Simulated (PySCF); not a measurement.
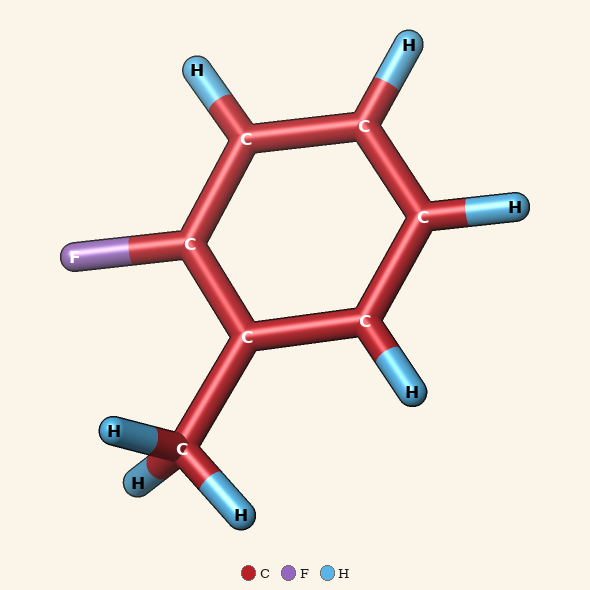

A stick model of a molecule.

Computed geometry: GFN2-xTB optimisation. No frequency run is at hand to confirm it as a minimum.

Description:

Formula C₇H₇F. As SMILES it reads `Cc1ccccc1F`. Independent rings (smallest set): 1 of 6 members, 1 of them aromatic. Among its groups: C–F bond. Coordination: 1 C tetrahedral; 6 C trigonal planar.

More results for the same structure follow; atom numbers are the same in all pictures, views and colours differ.

NMR shielding

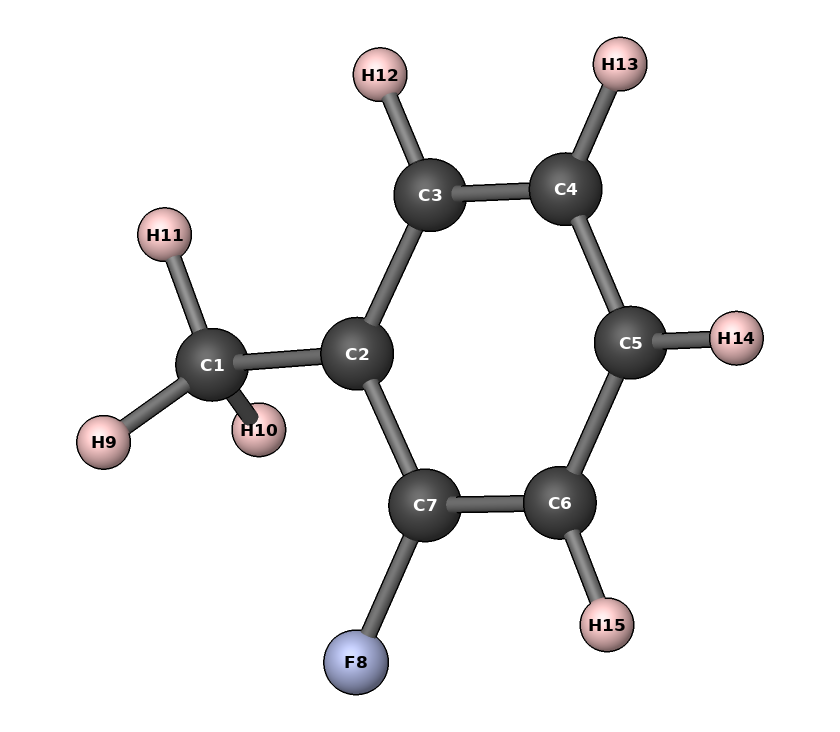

The questions are on isotropic NMR shieldings of the C atoms. No frequency run is at hand to confirm it as a minimum. Level of theory: GIAO PBE0/pcSseg-1 NMR shielding, non-relativistic, gas phase (PySCF 2.14.0).

> Which C atom is the most shielded (lowest chemical shift)?

C1 (168.4 ppm).

> Which C atom is the least shielded (highest chemical shift)?

C7 (15.3 ppm).

> How wide is the range of C shifts?

153.1 ppm.

List the isotropic NMR shieldings of the C atoms.

```csv
atom,σ (ppm)
C1,168.4
C2,55.6
C3,50.4
C4,57.9
C5,54.0
C6,66.1
C7,15.3
```

Electronic properties

No frequency run is at hand to confirm it as a minimum. Method: PBE0/pcSseg-1, gas phase (PySCF 2.14.0).

Predict the main results.

- dipole moment: 1.27 D
- HOMO energy (Kohn–Sham orbital): −7.07 eV
- LUMO energy (Kohn–Sham orbital): −0.31 eV
- HOMO–LUMO gap: 6.76 eV

Bond orders

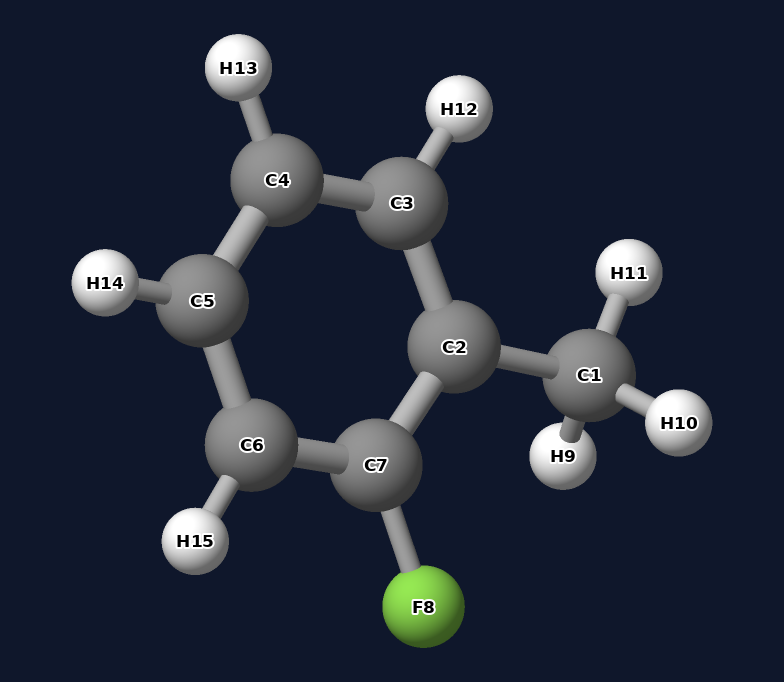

The thickness of each stick grows with its Mayer bond order. No frequency run is at hand to confirm it as a minimum. Method: PBE0/pcSseg-1 (PySCF 2.14.0).

> Which bond between heavy atoms has the lowest Mayer bond order?

C7–F8, 0.92, at 1.354 Å.

List the Mayer bond orders of C1–C2, C2–C3, C2–C7, C3–C4, C4–C5, C5–C6, C6–C7, C7–F8 (bonds between heavy atoms, one of each equivalent set).

```
 bond  Mayer order  length (Å)
C1–C2         1.07       1.497
C2–C3         1.42       1.388
C2–C7         1.34       1.391
C3–C4         1.44       1.385
C4–C5         1.44       1.384
C5–C6         1.41       1.384
C6–C7         1.46       1.381
C7–F8         0.92       1.354
```

Charges

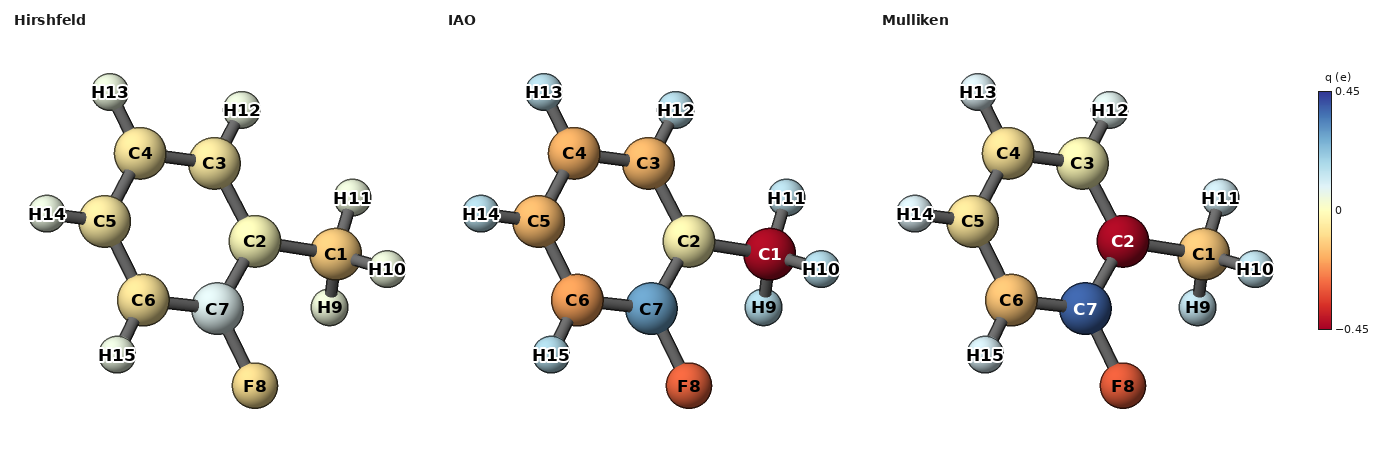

Atomic charges of one calculation by 3 schemes, on one colour scale. No frequency run is at hand to confirm it as a minimum. Method: PBE0/pcSseg-1 (PySCF 2.14.0).

> Which scheme gives the most polar picture (largest mean size of the charges)?

The IAO charges are the largest in size here, and the Hirshfeld charges the smallest.

> On which atom do the schemes disagree most?

On C2 (from −0.43 to −0.01 e).

List the charges (e), one line for each set of equivalent atoms.

```
atom  Hirshfeld    IAO  Mulliken
  C1      −0.12  −0.42     −0.13
  C2      −0.01  −0.02     −0.43
  C3      −0.05  −0.15     −0.01
  C4      −0.06  −0.16     −0.07
  C5      −0.05  −0.15     −0.07
  C6      −0.07  −0.19     −0.14
  C7       0.08   0.28      0.38
  F8      −0.08  −0.28     −0.29
  H9       0.05   0.16      0.13
 H10       0.05   0.16      0.14
 H11       0.05   0.15      0.11
 H12       0.05   0.15      0.08
 H13       0.05   0.15      0.09
 H14       0.05   0.16      0.09
 H15       0.06   0.17      0.10
```

Mulliken values depend strongly on the basis set and can even reverse the polarity of a bond.
